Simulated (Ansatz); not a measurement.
**Geometry relaxation of CH$_{8}$O$_{2}$Si$_{2}$ (part 1 of 2)**

The run: geometry relaxation of CH$_{8}$O$_{2}$Si$_{2}$, SMILES CO[SiH2][SiH2]O. Method and program: RKS PBE-D4/def2-SVP (Ansatz 0.2.0).

The geometry: force-field start. Figures and captions count atoms from 1; the log counts them from 0 in places.

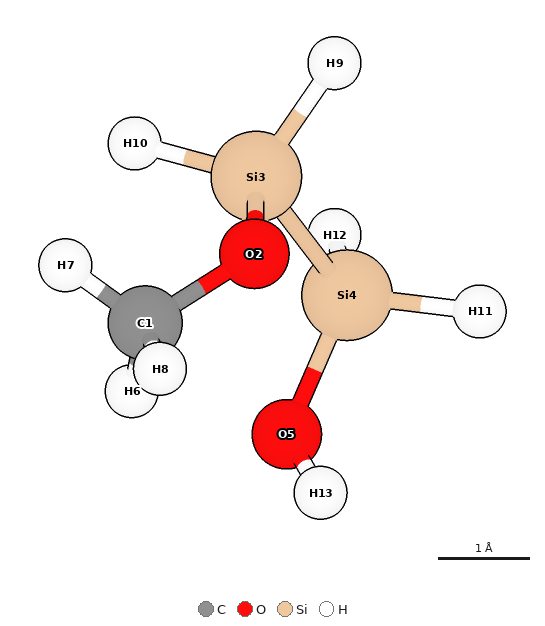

*The input geometry (ball-and-stick view, seen at a tilt; atoms are numbered from 1 in the order of the input).*

Summary

- outcome: converged
- total energy: −20995.0076 eV
- mean-field energy: −20994.7290 eV
- dispersion energy: −0.2786 eV
- SCF solution under orbital rotations: stable
- largest force (length of the vector) at the end: 0.024 eV/Å
- dipole moment: 1.87 D
- hardware: 4 threads of Arm Neoverse V2, 23 GiB of memory available, shared host
- wall time: 30 s (CPU time 1.8 min)
- peak memory: 0.16 GiB

The input
```yaml
crystal:
  periodic: [false, false, false]
  atoms:
    - {symbol: C, position_ang: [-1.414700, 0.029100, 1.631900]}
    - {symbol: O, position_ang: [-0.437600, -0.932200, 1.132700]}
    - {symbol: Si, position_ang: [1.036600, -0.307800, 0.591600]}
    - {symbol: Si, position_ang: [0.943000, 0.068200, -1.733300]}
    - {symbol: O, position_ang: [-0.451400, 0.908800, -2.124500]}
    - {symbol: H, position_ang: [-1.682800, 0.717500, 0.842100]}
    - {symbol: H, position_ang: [-1.048900, 0.574400, 2.503300]}
    - {symbol: H, position_ang: [-2.306200, -0.529400, 1.906800]}
    - {symbol: H, position_ang: [2.110300, -1.373100, 0.870400]}
    - {symbol: H, position_ang: [1.368100, 0.949100, 1.255300]}
    - {symbol: H, position_ang: [0.864300, -1.239200, -2.470200]}
    - {symbol: H, position_ang: [2.161600, 0.779700, -2.183400]}
    - {symbol: H, position_ang: [-1.257100, 0.393600, -2.257600]}
basis:
  gaussian: {orbitals: def2-SVP}
hamiltonian: {xc: pbe, dispersion: d4}
relax: {f_tol: 0.03, max_steps: 200}
```

Command:
```bash
ansatz run in.yaml --threads 4 --pin off --events-out ev --progress --plain --max-ram 10444MiB
```

Output
```
Functional definition: PBE
  name "PBE"
  cite "Perdew, Burke & Ernzerhof, Phys. Rev. Lett. 77, 3865 (1996) doi:10.1103/PhysRevLett.77.3865"
  parent pbe
  parameter kappa = 0.804
  parameter beta = 0.06672455060314922
  exchange = pbe_x(kappa = kappa, mu = beta*pi^2/3)
  correlation = pbe_c(beta = beta)
1300 factors; their error is unknown
mean field evaluation 1: about -20984.5218 eV, gradient 7.1e1 eV
mean field evaluation 2: about -20933.5952 eV, gradient 1.7e2 eV
mean field evaluation 4: about -20994.2551 eV, gradient 1.3e1 eV
mean field evaluation 8: about -20994.5832 eV, gradient 2.7e-1 eV
mean field evaluation 16: about -20994.4956 eV, gradient 5.5e-4 eV
mean field -20994.49561874 eV, -771.5334834083 hartree, gradient 8.4e-5 eV, S^2 0.000000; 0 other end points of the search recorded, 0 dependent functions left out
the calculation of the forces begins
reference -20994.49565899 eV, -771.5334848876 hartree; 29, 29 occupied and 89, 89 virtual orbitals, 1300 factors
relax step   1: F+E_penalty+E_count = -20994.76799422 eV  Δ(F+E_penalty+E_count) = +0.000e0 eV  max|allowed force component| = 1.412e0 eV/Å  Δτ_max = 0.0000 Å  (28 SCF iters, accepted)
these checks for a lower state are left out or cut short: starts, cluster_reference, orbital_swaps, neighbouring_geometries, increment
1300 factors; their error is unknown
mean field -20994.63737076 eV, -771.5386926990 hartree, gradient 2.0e-5 eV, S^2 0.000000; 0 other end points of the search recorded, 0 dependent functions left out
[... from here on the field's lines of each further geometry are left out, up to the last ...]
relax step   2: F+E_penalty+E_count = -20994.91028493 eV  Δ(F+E_penalty+E_count) = -1.423e-1 eV  max|allowed force component| = 8.030e-1 eV/Å  Δτ_max = 0.1520 Å  (30 SCF iters, accepted)
relax step   3: F+E_penalty+E_count = -20994.94042201 eV  Δ(F+E_penalty+E_count) = -3.014e-2 eV  max|allowed force component| = 2.899e-1 eV/Å  Δτ_max = 0.1529 Å  (30 SCF iters, accepted)
relax step   4: F+E_penalty+E_count = -20994.95415699 eV  Δ(F+E_penalty+E_count) = -1.373e-2 eV  max|allowed force component| = 1.483e-1 eV/Å  Δτ_max = 0.0606 Å  (29 SCF iters, accepted)
relax step   5: F+E_penalty+E_count = -20994.96414352 eV  Δ(F+E_penalty+E_count) = -9.987e-3 eV  max|allowed force component| = 1.059e-1 eV/Å  Δτ_max = 0.1100 Å  (29 SCF iters, accepted)
relax step   6: F+E_penalty+E_count = -20994.96601611 eV  Δ(F+E_penalty+E_count) = -1.873e-3 eV  max|allowed force component| = 5.691e-2 eV/Å  Δτ_max = 0.0316 Å  (30 SCF iters, accepted)
relax step   7: F+E_penalty+E_count = -20994.96695145 eV  Δ(F+E_penalty+E_count) = -9.353e-4 eV  max|allowed force component| = 3.036e-2 eV/Å  Δτ_max = 0.0310 Å  (29 SCF iters, accepted)
relax step   8: F+E_penalty+E_count = -20994.96741771 eV  Δ(F+E_penalty+E_count) = -4.663e-4 eV  max|allowed force component| = 3.770e-2 eV/Å  Δτ_max = 0.0307 Å  (29 SCF iters, accepted)
relax step   9: F+E_penalty+E_count = -20994.96752998 eV  Δ(F+E_penalty+E_count) = -1.123e-4 eV  max|allowed force component| = 6.371e-2 eV/Å  Δτ_max = 0.0319 Å  (28 SCF iters, accepted)
relax step  10: F+E_penalty+E_count = -20994.96805752 eV  Δ(F+E_penalty+E_count) = -5.275e-4 eV  max|allowed force component| = 2.171e-2 eV/Å  Δτ_max = 0.0303 Å  (30 SCF iters, accepted)
relax step  11: F+E_penalty+E_count = -20994.96859423 eV  Δ(F+E_penalty+E_count) = -5.367e-4 eV  max|allowed force component| = 6.371e-2 eV/Å  Δτ_max = 0.0568 Å  (29 SCF iters, accepted)
relax step  12: F+E_penalty+E_count = -20994.96625253 eV  Δ(F+E_penalty+E_count) = +2.342e-3 eV  max|allowed force component| = 4.452e-1 eV/Å  Δτ_max = 0.1060 Å  (30 SCF iters, rejected (line search))
relax step  13: F+E_penalty+E_count = -20994.96869478 eV  Δ(F+E_penalty+E_count) = -1.006e-4 eV  max|allowed force component| = 9.980e-2 eV/Å  Δτ_max = 0.0530 Å  (29 SCF iters, accepted)
relax step  14: F+E_penalty+E_count = -20994.97374927 eV  Δ(F+E_penalty+E_count) = -5.054e-3 eV  max|allowed force component| = 9.530e-2 eV/Å  Δτ_max = 0.1000 Å  (30 SCF iters, accepted)
relax step  15: F+E_penalty+E_count = -20994.96244322 eV  Δ(F+E_penalty+E_count) = +1.131e-2 eV  max|allowed force component| = 8.741e-1 eV/Å  Δτ_max = 0.1472 Å  (29 SCF iters, rejected (line search))
relax step  16: F+E_penalty+E_count = -20994.97765388 eV  Δ(F+E_penalty+E_count) = -3.905e-3 eV  max|allowed force component| = 1.102e-1 eV/Å  Δτ_max = 0.0736 Å  (29 SCF iters, accepted)
relax step  17: F+E_penalty+E_count = -20994.98092649 eV  Δ(F+E_penalty+E_count) = -3.273e-3 eV  max|allowed force component| = 2.731e-1 eV/Å  Δτ_max = 0.0732 Å  (29 SCF iters, accepted)
relax step  18: F+E_penalty+E_count = -20994.99008439 eV  Δ(F+E_penalty+E_count) = -9.158e-3 eV  max|allowed force component| = 1.324e-1 eV/Å  Δτ_max = 0.1125 Å  (29 SCF iters, accepted)
relax step  19: F+E_penalty+E_count = -20994.99657807 eV  Δ(F+E_penalty+E_count) = -6.494e-3 eV  max|allowed force component| = 9.974e-2 eV/Å  Δτ_max = 0.1688 Å  (28 SCF iters, accepted)
relax step  20: F+E_penalty+E_count = -20994.97742001 eV  Δ(F+E_penalty+E_count) = +1.916e-2 eV  max|allowed force component| = 1.294e0 eV/Å  Δτ_max = 0.1998 Å  (29 SCF iters, rejected (line search))
relax step  21: F+E_penalty+E_count = -20995.00338249 eV  Δ(F+E_penalty+E_count) = -6.804e-3 eV  max|allowed force component| = 7.745e-2 eV/Å  Δτ_max = 0.0999 Å  (29 SCF iters, accepted)
relax step  22: F+E_penalty+E_count = -20995.00627419 eV  Δ(F+E_penalty+E_count) = -2.892e-3 eV  max|allowed force component| = 5.056e-2 eV/Å  Δτ_max = 0.1000 Å  (29 SCF iters, accepted)
relax step  23: F+E_penalty+E_count = -20995.00665247 eV  Δ(F+E_penalty+E_count) = -3.783e-4 eV  max|allowed force component| = 2.279e-1 eV/Å  Δτ_max = 0.0909 Å  (29 SCF iters, accepted)
relax step  24: F+E_penalty+E_count = -20995.00730417 eV  Δ(F+E_penalty+E_count) = -6.517e-4 eV  max|allowed force component| = 5.588e-2 eV/Å  Δτ_max = 0.0116 Å  (31 SCF iters, accepted)
the calculation of the forces begins
reference -20994.72900797 eV, -771.5420603046 hartree; 29, 29 occupied and 89, 89 virtual orbitals, 1300 factors
relax step  25: F+E_penalty+E_count = -20995.00751740 eV  Δ(F+E_penalty+E_count) = -2.132e-4 eV  max|allowed force component| = 1.911e-2 eV/Å  Δτ_max = 0.0114 Å  (30 SCF iters, accepted)
1300 factors; their error is unknown
mean field evaluation 192: about -20994.4498 eV, gradient 1.4e1 eV
```

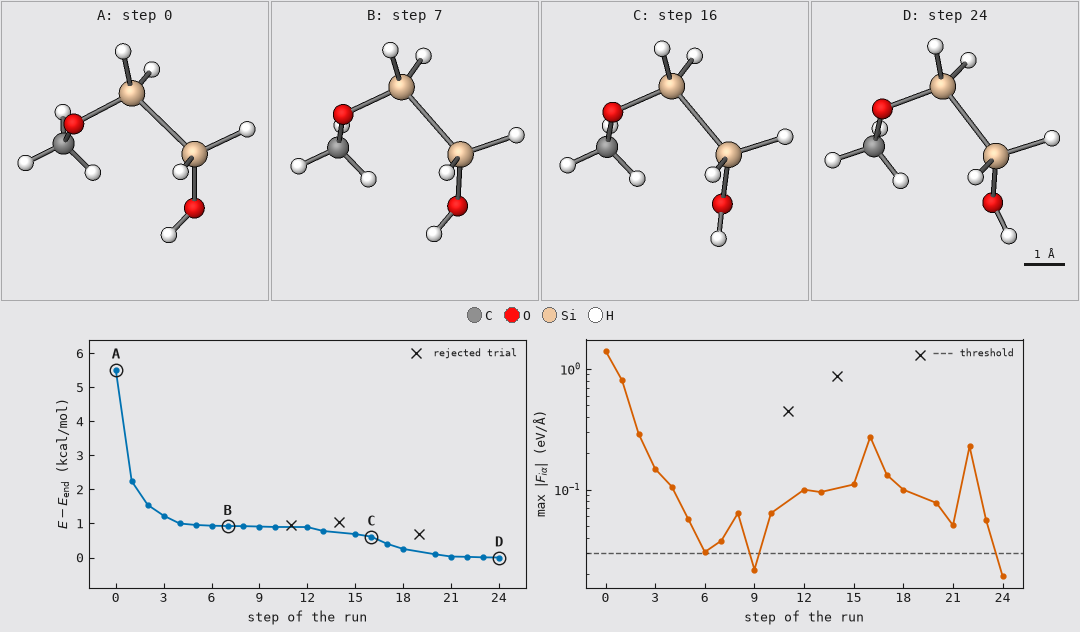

*Frames of the relaxation (ball-and-stick view, seen at a tilt) above the curves, on which the letters mark them (the first geometry is step 0 here and step 1 in the log).*

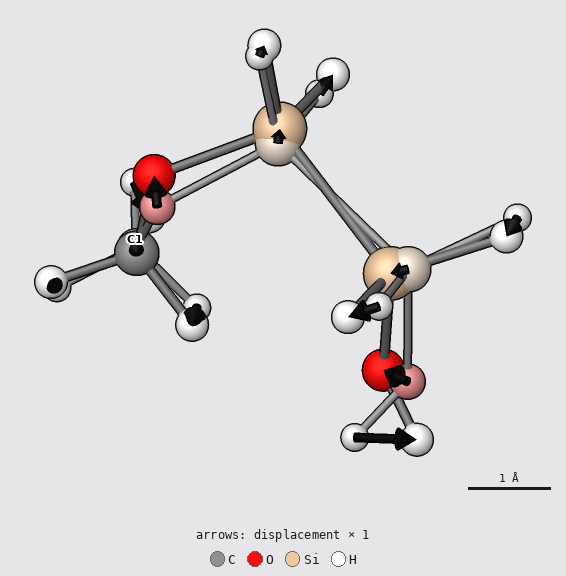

*Start (faint) and end (solid) with the displacements as black arrows, at true length (ball-and-stick view, seen at a tilt). The two geometries are laid on each other by the best rigid fit.*

The largest move after the best rigid fit is that of H13, 0.81 Å. By element the largest moves are H 0.81 Å, O 0.44 Å, Si 0.23 Å, C 0.17 Å. Among the contacts that change: Si3–H10 1.460 → 1.513 Å, C1–O2 1.459 → 1.419 Å, Si3–H9 1.538 → 1.502 Å, Si4–H12 1.481 → 1.514 Å. Among the angles that change: C1–O2–Si3 116.8° → 121.9°, Si3–Si4–O5 110.1° → 105.1°, O5–Si4–H11 106.2° → 111.0°. After 24 geometry steps the energy has fallen by 5.52 kcal/mol. The largest force component goes from 1.4 to 0.019 eV/Å. The line search rejected the trial steps at points 11, 14, 19 (counted from 0) and went back. (Atoms are counted from 1 in the order of the input.)

```
mean field -20994.72896681 eV, -771.5420587920 hartree, gradient 2.1e-5 eV, S^2 0.000000; 1 other end points of the search recorded, 0 dependent functions left out
the calculation of the forces begins
reference -20994.72900797 eV, -771.5420603046 hartree; 29, 29 occupied and 89, 89 virtual orbitals, 1300 factors
Total energy: -20995.00755856 eV, -771.5522968499 hartree
Atom 0 at    -1.409880    -0.088500     1.506580 Å, force    -0.010408     0.018359    -0.009198 eV/Å
Atom 1 at    -0.214987    -0.853205     1.466150 Å, force     0.019107    -0.014364     0.003162 eV/Å
Atom 2 at     1.176180    -0.290941     0.699274 Å, force    -0.005732    -0.000461    -0.005244 eV/Å
Atom 3 at     0.774117    -0.024313    -1.610970 Å, force     0.004203     0.002539     0.000651 eV/Å
Atom 4 at    -0.594937     0.974720    -1.708463 Å, force    -0.001386     0.000025    -0.000046 eV/Å
Atom 5 at    -1.703934     0.288847     0.500896 Å, force    -0.001024    -0.002746     0.007051 eV/Å
Atom 6 at    -1.313483     0.789484     2.187455 Å, force    -0.002870    -0.001529    -0.001390 eV/Å
Atom 7 at    -2.224460    -0.733347     1.895751 Å, force    -0.002097    -0.001758     0.000788 eV/Å
Atom 8 at     2.228938    -1.338773     0.923673 Å, force    -0.000303     0.001247     0.000342 eV/Å
Atom 9 at     1.647994     1.016241     1.298437 Å, force     0.000500    -0.000088     0.000360 eV/Å
Atom 10 at     0.516467    -1.361954    -2.270046 Å, force    -0.000556     0.000546     0.002648 eV/Å
Atom 11 at     1.967171     0.581136    -2.320149 Å, force     0.000289    -0.002690    -0.001091 eV/Å
Atom 12 at    -0.963984     1.079305    -2.603488 Å, force     0.000278     0.000921     0.001966 eV/Å
Dipole moment:    -0.159681     0.157752    -0.318713 e Å
```

Trajectory as extended XYZ (Å, eV, eV/Å), 17 of the 25 frames kept, from step=1 to step=25
```
13
Properties=species:S:1:pos:R:3:forces:R:3 step=1 energy=-20994.76799
C    -1.4147    0.0291    1.6319    0.9596  -1.4122  -0.5995
O    -0.4376   -0.9322    1.1327   -0.5510   0.7414   0.5877
Si    1.0366   -0.3078    0.5916    0.3893  -1.2894  -0.6620
Si    0.9430    0.0682   -1.7333   -0.2789  -0.7506   0.2805
O    -0.4514    0.9088   -2.1245   -0.1111   0.8763  -0.0534
H    -1.6828    0.7175    0.8421   -0.2781   0.8172  -0.6622
H    -1.0489    0.5744    2.5033    0.2586   0.3612   0.5158
H    -2.3062   -0.5294    1.9068   -0.5653  -0.3695   0.2545
H     2.1103   -1.3731    0.8704   -0.3047   0.3782   0.0118
H     1.3681    0.9491    1.2553    0.2033   0.7593   0.6084
H     0.8643   -1.2392   -2.4702    0.1807  -0.2406  -0.0322
H     2.1616    0.7797   -2.1834    0.2221   0.3695  -0.2212
H    -1.2571    0.3936   -2.2576   -0.1244  -0.2407  -0.0282
13
Properties=species:S:1:pos:R:3:forces:R:3 step=3 energy=-20994.94042
C    -1.4065    0.0037    1.5133    0.2062  -0.1323   0.0311
O    -0.3618   -0.9410    1.2668   -0.1167   0.2899  -0.0638
Si    1.1016   -0.3757    0.6205    0.0693   0.1458   0.1395
Si    0.8962    0.0429   -1.6992    0.0062  -0.0492   0.0640
O    -0.4785    0.9977   -1.9731   -0.1036   0.0042  -0.0644
H    -1.7056    0.5582    0.5845    0.0647  -0.1083   0.2112
H    -1.0997    0.7569    2.2906   -0.1375  -0.1592  -0.2344
H    -2.2837   -0.5615    1.8985    0.0306   0.1288  -0.0528
H     2.1543   -1.4065    0.9214   -0.0362  -0.0574  -0.0169
H     1.4769    0.9125    1.3337    0.0124  -0.0586  -0.0321
H     0.8213   -1.2775   -2.4369   -0.0367   0.0457  -0.0466
H     2.0792    0.8175   -2.2289   -0.0656  -0.0434   0.0420
H    -1.3085    0.5115   -2.1261    0.1068  -0.0060   0.0232
13
Properties=species:S:1:pos:R:3:forces:R:3 step=4 energy=-20994.95416
C    -1.3909   -0.0010    1.4755   -0.0527   0.0949   0.0639
O    -0.3427   -0.9288    1.2662    0.1483   0.0093  -0.0111
Si    1.1330   -0.3667    0.6475   -0.0683   0.0739   0.0160
Si    0.8694    0.0400   -1.6692    0.0717   0.0327  -0.0276
O    -0.5038    0.9968   -1.9526   -0.0363   0.0089   0.0077
H    -1.6692    0.5447    0.5381    0.0197  -0.0661   0.1260
H    -1.1145    0.7661    2.2456   -0.1010  -0.0907  -0.1272
H    -2.2794   -0.5577    1.8449    0.0150   0.0782  -0.0388
H     2.1641   -1.4236    0.9288   -0.0119  -0.0232  -0.0029
H     1.5189    0.9165    1.3647    0.0159  -0.0871  -0.0348
H     0.7837   -1.2679   -2.4276   -0.0234   0.0149   0.0200
H     2.0493    0.8130   -2.2019   -0.0344  -0.0160  -0.0056
H    -1.3327    0.5074   -2.0948    0.0574  -0.0296   0.0144
```
